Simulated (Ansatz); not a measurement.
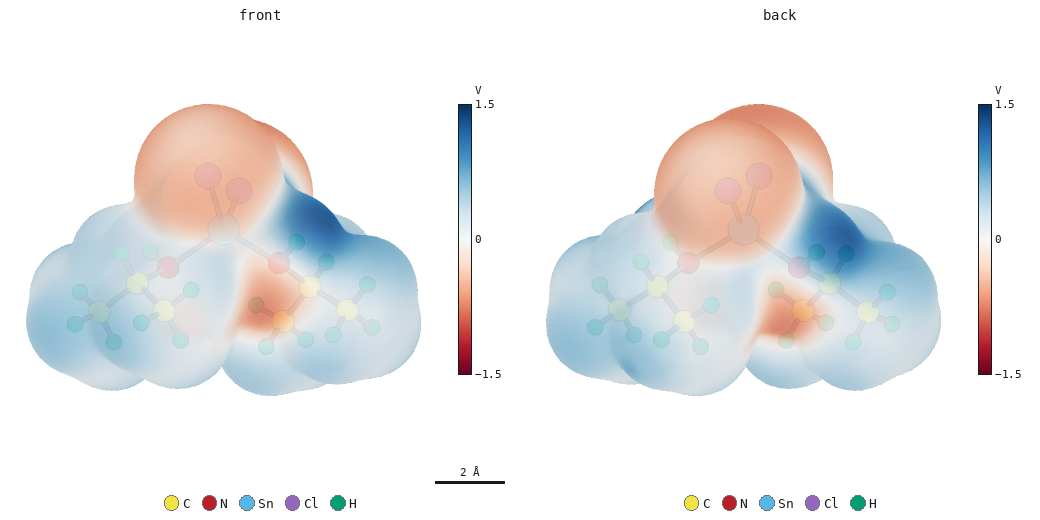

Figure 1: C6H16Cl2N2Sn (SMILES CC(C)[NH][Sn]([Cl])([Cl])[NH]C(C)C). The electrostatic potential painted on the density surface at 0.001 e/bohr³, seen from the front and from behind; red is negative and blue positive.

Geometry: PBE0-D4/def2-TZVP; core potentials replace the inner electrons of Sn.

All numbers below come from Ansatz 0.2.0, RKS PBE0-D4/def2-TZVPP.

Input file:

```
crystal:
  periodic: [false, false, false]
  atoms:
    - {symbol: C, position_ang: [-1.983991, -0.599011, 1.068024]}
    - {symbol: C, position_ang: [-1.642680, 0.668697, 1.827027]}
    - {symbol: C, position_ang: [-2.765243, 1.687569, 1.732595]}
    - {symbol: N, position_ang: [-0.426988, 1.265854, 1.270263]}
    - {symbol: Sn, position_ang: [1.262521, 0.199733, 1.186061]}
    - {symbol: Cl, position_ang: [2.924511, 1.836196, 1.114334]}
    - {symbol: Cl, position_ang: [1.551305, -1.126795, 3.084093]}
    - {symbol: N, position_ang: [1.435548, -1.106788, -0.317710]}
    - {symbol: C, position_ang: [1.821625, -0.641703, -1.651548]}
    - {symbol: C, position_ang: [0.846032, 0.417762, -2.126277]}
    - {symbol: C, position_ang: [1.839590, -1.835659, -2.590342]}
    - {symbol: H, position_ang: [-2.131819, -0.379688, 0.007739]}
    - {symbol: H, position_ang: [-1.193297, -1.352082, 1.147390]}
    - {symbol: H, position_ang: [-2.896883, -1.047064, 1.464998]}
    - {symbol: H, position_ang: [-1.509663, 0.404923, 2.887307]}
    - {symbol: H, position_ang: [-3.688980, 1.282297, 2.152006]}
    - {symbol: H, position_ang: [-2.518818, 2.597896, 2.285816]}
    - {symbol: H, position_ang: [-2.943103, 1.959186, 0.689153]}
    - {symbol: H, position_ang: [-0.236811, 2.170076, 1.687504]}
    - {symbol: H, position_ang: [2.006682, -1.890401, -0.021665]}
    - {symbol: H, position_ang: [2.828838, -0.197931, -1.644706]}
    - {symbol: H, position_ang: [-0.169367, 0.014873, -2.154554]}
    - {symbol: H, position_ang: [0.840295, 1.295294, -1.471653]}
    - {symbol: H, position_ang: [1.115159, 0.763354, -3.126197]}
    - {symbol: H, position_ang: [2.137471, -1.530029, -3.595986]}
    - {symbol: H, position_ang: [2.548246, -2.594972, -2.248707]}
    - {symbol: H, position_ang: [0.847921, -2.291887, -2.641466]}
basis:
  gaussian: {orbitals: def2-TZVPP}
hamiltonian: {xc: pbe0, dispersion: d4}
output: {orbitals: {seedname: orbitals}}
```

Run with:

```sh
ansatz run in.yaml --threads 11 --pin off --events-out ev --progress --plain --max-ram 110592MiB --backend cuda --devices 0, --max-vram 75GiB
```

Q: Which sites attract a positive test charge, and which a negative one?

A: A positive charge is drawn to the negative regions and a negative charge to the positive ones. The most negative region (about −0.7 V) lies over N4, Cl6, Cl7 and N8, the most positive (about +1.3 V) over H19 and H20.
